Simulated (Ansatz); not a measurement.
System: C2H5NSi (SMILES [SiH3]C1C=N1).

The calculation's input:

```
crystal:
  periodic: [false, false, false]
  atoms:
    - { symbol: Si, position_ang: [-0.52878, 1.17008, 0.19527] }
    - { symbol: C, position_ang: [0.1354, -0.42277, -0.57054] }
    - { symbol: C, position_ang: [0.77732, -1.46308, 0.21796] }
    - { symbol: "N", position_ang: [-0.39364, -1.76515, -0.08055] }
    - { symbol: H, position_ang: [-1.66363, 1.6495, -0.58972] }
    - { symbol: H, position_ang: [-0.91641, 0.89079, 1.57648] }
    - { symbol: H, position_ang: [0.5589, 2.15306, 0.16233] }
    - { symbol: H, position_ang: [0.37871, -0.4127, -1.63214] }
    - { symbol: H, position_ang: [1.65213, -1.79973, 0.7209] }
basis:
  gaussian: { orbitals: def2-SVP }
hamiltonian:
  xc: pbe
  dispersion: d4
relax:
  f_tol: 0.015
  max_steps: 40
output:
  orbitals: {}
```

Command:

```sh
ansatz run input.yaml --threads 1 --pin off --max-ram 2048MiB --backend cpu --events-out ev --progress --plain --runs-dir out
```

The fields are those of the relaxed geometry.

Theory: RKS PBE-D4/def2-SVP in Ansatz.

**What will maps of the electron density and electron localisation function show?**

C–N (1.26 Å): ρ at the midpoint is about 2.8 e/Å³; the ELF peaks at about 0.85 between the atoms (a multiple bond).
C–C (1.46 Å): ρ is about 1.6 e/Å³ halfway; the ELF peaks at about 0.85 between the atoms, as expected for a shared electron pair.
C–H (1.10 Å): ρ at the midpoint is about 1.9 e/Å³; the ELF climbs to about 1 towards the hydrogen, as it does in any bond to H (an ordinary covalent bond to hydrogen).

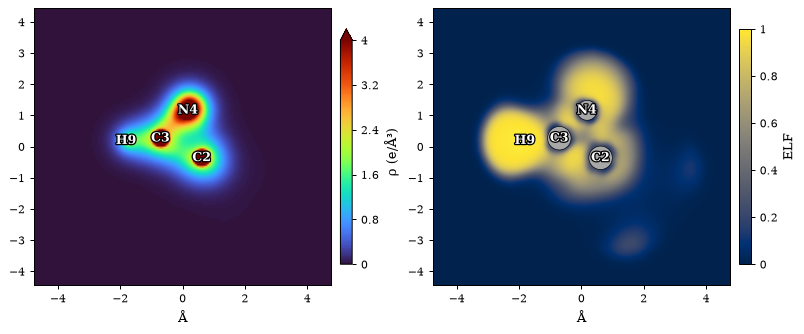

Computed electron density and electron localisation function on the plane of atoms C2, C3 and N4, in this order. Grey discs cover the atomic cores in the ELF map. 
